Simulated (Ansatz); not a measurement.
Si$_{3}$Ge$_{13}$

Input file:

```
crystal:
  lattice:
    - [0.0010817937, 5.6223443528, -5.622434512]
    - [5.6234261464, 5.6234261464, 0.0]
    - [5.6233582562, 6.78902e-05, -5.6234484154]
  atoms:
    - { symbol: Si, position: [0.5000014571, 9.52164e-05, 0.4998081101] }
    - { symbol: Si, position: [0.504236624, 0.4985894496, 0.4985844768] }
    - { symbol: Ge, position: [-0.0014525411, 0.0044829428, 0.498430041] }
    - { symbol: Ge, position: [-0.0014525411, 0.4985395573, 0.498430041] }
    - { symbol: Ge, position: [0.4999055985, 6.46623e-05, 0.0001421244] }
    - { symbol: Ge, position: [0.4999055985, 0.4998876147, 0.0001421244] }
    - { symbol: Ge, position: [-9.9597e-05, 6.4218e-06, 8.67535e-05] }
    - { symbol: Ge, position: [-0.0014948686, 0.498480873, 0.0045331225] }
    - { symbol: Ge, position: [0.3780204787, 0.3719617869, 0.3780311549] }
    - { symbol: Ge, position: [0.3780204787, 0.8719865795, 0.3780311549] }
    - { symbol: Si, position: [0.8707128913, 0.3763504306, 0.3765862475] }
    - { symbol: Ge, position: [0.8704521834, 0.8764288827, 0.3766900513] }
    - { symbol: Ge, position: [0.3766141464, 0.3764684767, 0.8704489001] }
    - { symbol: Ge, position: [0.3766827298, 0.8764704512, 0.8703763678] }
    - { symbol: Ge, position: [0.8749736806, 0.3751555738, 0.8748396649] }
    - { symbol: Ge, position: [0.8749736806, 0.8750310807, 0.8748396649] }
basis:
  ecutwfc: 420
kpoints:
  mp_grid: { grid: [6, 6, 6] }
  band_path: { path: [[0.0, 0.0, 0.0], [-0.020833, 0.0, 0.020833]], npoints: 1 }
hamiltonian:
  xc: pbesol
scf:
  occupations: { method: gaussian, width: 0.01 }
  n_extra_bands: 11
output:
  forces: true
  stress: true
  eigenvalues: true
  write_density: true
  write_potential: true
  elf: true
  volumetric_format: npy
```

Run with:

```sh
ansatz run input.yaml --threads 4 --pin off --max-ram 10240MiB --backend cpu --events-out ev --progress --plain --runs-dir out
```

Below, planes, directions and counts refer to the conventional cell (a = 13.77 Å, b = 7.95 Å, c = 7.95 Å, α = 90.00°, β = 125.25°, γ = 90.00°).

Space group Cm; a generated structure, not necessarily the stable one.

Theory: DFT PBEsol, scalar-relativistic, plane waves, PAW (Ansatz).

The density is the valence pseudo-density of a PAW calculation; it isn't the true density close to the nuclei.

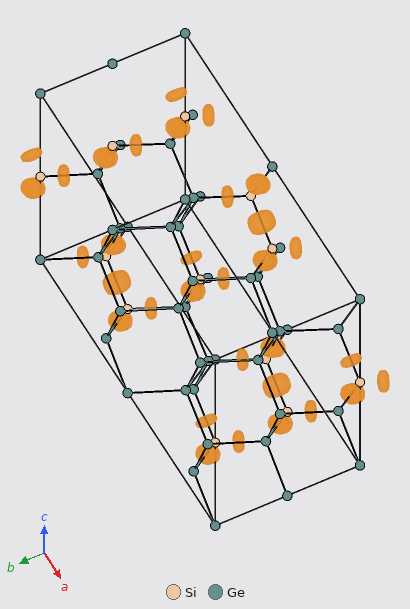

Figure 1. Isosurface of the ELF at 0.85 (orange), seen at an oblique angle. Core shells and regions of very low density are left out. Sticks mark near contacts.

> Where are the electrons localised?

The ELF exceeds this value in 20 regions between bonded Ge–Si atoms (shared pairs) and two regions between bonded Si–Si atoms (shared pairs), counted in one cell of 32 atoms. Any copies at cell faces, edges or corners count once. Profiles from the grid: Si–Si (2.38 Å): the ELF peaks at about 0.95 between the atoms, as expected for a covalent bond. Si–Ge (2.40 Å): the ELF peaks at about 0.90 between the atoms: localised, covalent bonding.

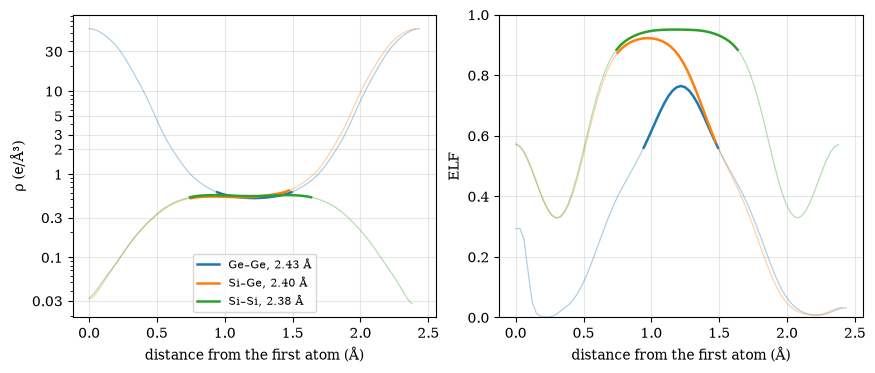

Figure 2. Valence charge density (pseudo) and electron localisation function along straight lines between neighbouring atoms. Thin, pale parts lie inside the atomic spheres.

> What can be read from the curves?

Ge–Ge (2.43 Å): ρ is about 0.52 e/Å³ halfway; the ELF peaks at about 0.75 between the atoms: a shared electron pair.
Si–Ge (2.40 Å): the density is about 0.53 e/Å³ at the midpoint; the ELF peaks at about 0.90 between the atoms (a shared electron pair).
Si–Si (2.38 Å): ρ is about 0.55 e/Å³ halfway; the ELF peaks at about 0.95 between the atoms (a covalent bond).
